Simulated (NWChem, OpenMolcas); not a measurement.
## How basis sets differ on NH2 (SMILES [NH2])

The species is NH2 (3 atoms), meant as a doublet with charge 0. As SMILES, `[NH2]`. The coordinates come from a PBE0-D4/def2-TZVP relaxation.

```xyz
3

N     0.3371   -0.2000    0.1662
H     0.1308    0.8059    0.1594
H    -0.4678   -0.6059   -0.3256
```

Quantity: the dipole moment, in D. The values are calculated.

```csv
level,kind,program,value (D)
ROHF/ANO-R0 (sfX2C),Hartree–Fock,OpenMolcas,1.74
ROHF/ANO-RCC-MB (DKH2),Hartree–Fock,OpenMolcas,1.86
UHF/STO-3G,Hartree–Fock,NWChem,1.80
UHF/3-21G,Hartree–Fock,OpenMolcas,2.29
ROHF/pc-1 (RICD fitting),Hartree–Fock,OpenMolcas,2.10
UHF/def2-SVP,Hartree–Fock,NWChem,2.05
UHF/def2-TZVPPD,Hartree–Fock,OpenMolcas,1.88
```

The values span 1.74 to 2.29 D. Magnitudes only. Sets without polarisation functions give poor dipoles. Without the sets that lack polarisation functions the rows with a basis span only 1.88 to 2.10 D.

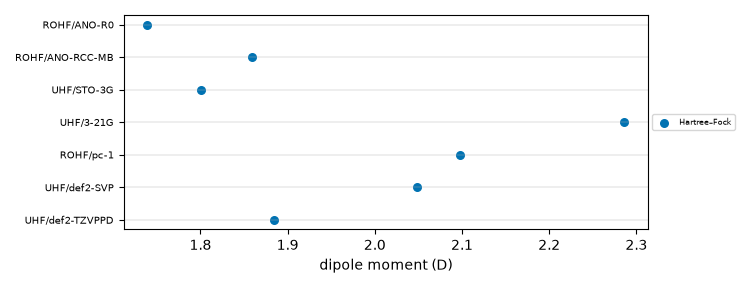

The values of the table, level by level.
